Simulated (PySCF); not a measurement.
SMILES C[CH2][Sn]([Cl])([Cl])[CH2]C, singlet at its GFN2-xTB optimised geometry (Å):

```
17

C     -0.9412    -1.1633    -3.1670
C     -1.5413    -1.9566    -2.0357
Sn    -0.9039    -1.1444     0.0000
Cl    -1.4494     1.1444     0.0000
Cl     1.4494    -1.1444     0.0000
C     -1.5337    -1.9602     2.0353
C     -0.7441    -3.1709     2.4631
H     -1.2561    -0.1228    -3.1275
H     -1.2684    -1.5815    -4.1196
H      0.1457    -1.1972    -3.1375
H     -1.2168    -2.9939    -2.0512
H     -2.6273    -1.9114    -2.0397
H     -1.3813    -1.1198     2.7094
H     -2.5975    -2.1724     1.9610
H     -1.0450    -3.4580     3.4714
H     -0.9209    -4.0174     1.8041
H      0.3222    -2.9589     2.4773
```

Computed with B3LYP/def2-SVP, def2 effective core potentials past Kr in PySCF. The core electrons that the potentials of Sn replace are not part of the density.

Map of the HOMO amplitude (bohr^(-3/2)) on the plane z = 1.0 Å; orbital energy -7.25 eV, overall sign arbitrary:

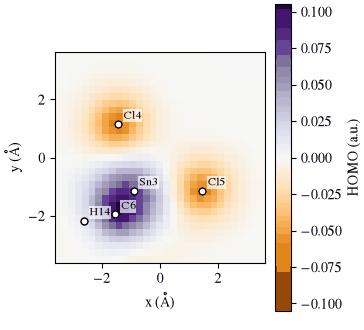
*HOMO amplitude (bohr^(-3/2)) on the plane z = 1.0 Å.*
